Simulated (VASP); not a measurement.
Band structure of HgTe (zinc blende). Calculation: vdW-DF-cx, VASP's PBE PAW potentials (set 64) (plane waves; VASP).

Unless said otherwise, spin-orbit coupling is left out, though it shifts the bands of the heavy elements here.

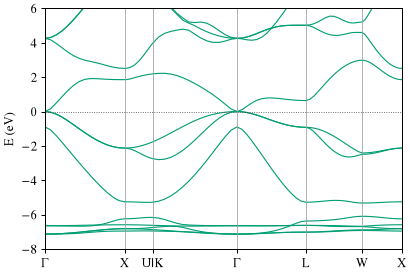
Fig. 1. Bands along high-symmetry lines, zero at the valence-band maximum or, without a gap, the Fermi level

Problem. Read the plot: is there a gap, and where are the band edges?

Solution. It has no gap at this level: it comes out as a metal or semimetal. (Edges off the drawn lines would not show.)

The compound is HgTe in the zinc blende structure. It was relaxed first.
